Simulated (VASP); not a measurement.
Band structure of Gd (hcp). These are AM05 GGA, VASP's PBE PAW potentials (set 64) (plane waves; VASP) values and carry that method's errors.

The 4f electrons are frozen in the core of the lanthanide potential, so 4f levels, which can set the real gap, and their magnetism are missing.

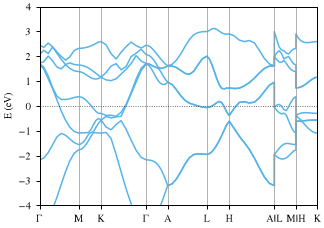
Figure. Bands along high-symmetry lines, zero at the valence-band maximum or, without a gap, the Fermi level

### Question
Read the plot: is there a gap, and where are the band edges?

### Answer
It has no gap at this level: it comes out as a metal or semimetal. (Edges off the drawn lines would not show.)

The compound is Gd in the hcp structure. It was relaxed first.
